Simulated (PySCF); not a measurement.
C₃H₆OSe, SMILES CC(C[SeH])=O at its GFN2-xTB optimised geometry (Å):

```
11

C      1.8509    -0.5031     0.0000
C      0.3476    -0.5031     0.0000
O     -0.3140    -1.5076     0.0053
C     -0.2637     0.8776     0.0000
Se    -2.2030     0.8083     0.3215
H      2.1943    -0.2973     1.0132
H      2.2230    -1.4793    -0.2999
H      2.2447     0.2690    -0.6554
H      0.1970     1.5076     0.7628
H     -0.0938     1.3428    -0.9747
H     -2.2447    -0.6230     0.1840
```

Method: CAM-B3LYP/def2-TZVP (PySCF).

Map of the Laplacian of the electron density (e/bohr⁵), clipped to [-1.50, 1.50] on the plane z = 0.8 Å:

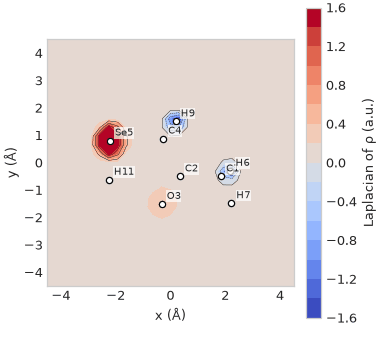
Fig. 1. Laplacian of the electron density (e/bohr⁵), clipped to [-1.50, 1.50] on the plane z = 0.8 Å.
